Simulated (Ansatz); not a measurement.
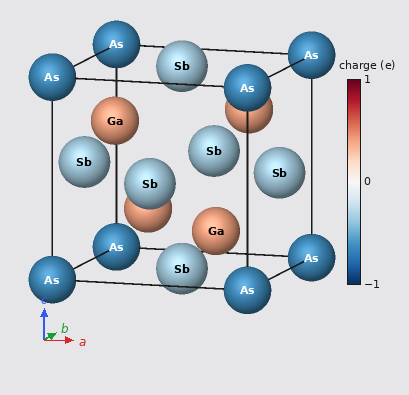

Structure drawing (spheres-only), viewed slightly off an axis. Atoms at the boundary of the simulation cell (the box) are drawn once for each face, edge or corner they touch. The atoms of this Ga4Sb3As cell are coloured by their Bader charge.

All computed values are from DFT PBE, scalar-relativistic, plane waves, PAW in Ansatz 0.2.0. Settings: a 420 eV plane-wave basis, k-grid 6×6×6, Gaussian smearing of 0.1 eV, no spin polarisation.

> What do the colours say about charge transfer?

Most positive: Ga; most negative: As. Charges: about Ga +0.4 e; Sb -0.3 e; As -0.6 e.

The starting point was a structure type filled with these elements by a generator (whether the compound takes this form wasn't checked). Earlier steps of the study may have refined or changed the cell and positions. Ansatz was used for an electronic-structure calculation on it.
